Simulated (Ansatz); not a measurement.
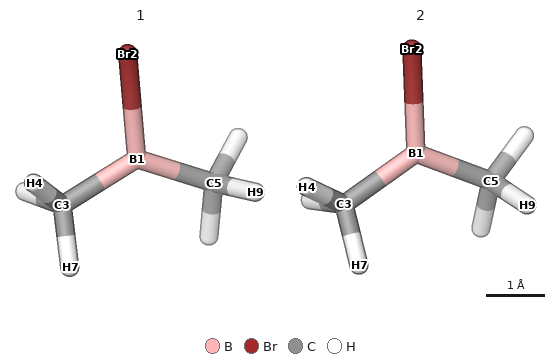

Two geometries of C2H6BBr, drawn at one scale. One is the start of a relaxation, the other its converged end. The picture is a stick view, seen at a tilt.

Computed with RKS PBE0-D4/def2-SVP (Ansatz). (no spin polarisation; force threshold 0.03 eV/Å; at most 50 steps)

Which one is relaxed?

Structure 2 is the relaxed one. The run prepares an end point of a later path (reaction) calculation, from a guessed geometry. An H atom moves most after the best rigid fit: 0.27 Å. Largest moves by element: H 0.27 Å, Br 0.15 Å, B 0.10 Å, C 0.06 Å. Among the contacts that change: B–Br 2.006 → 1.935 Å, C–H 1.084 → 1.098 Å, B–C 1.552 → 1.562 Å. Bond angles that change, for instance: B–C–H 107.6° → 114.6°, Br–B–C 111.6° → 118.2°, C–B–C 129.9° → 123.8°. The energy falls by 0.095 eV in 9 accepted moves (10 points after the start). The largest force component goes from 0.9 to 0.014 eV/Å. The line search rejected the trial step at point 2 of the run. The forces were under the threshold at step 6, but the run went on from there.
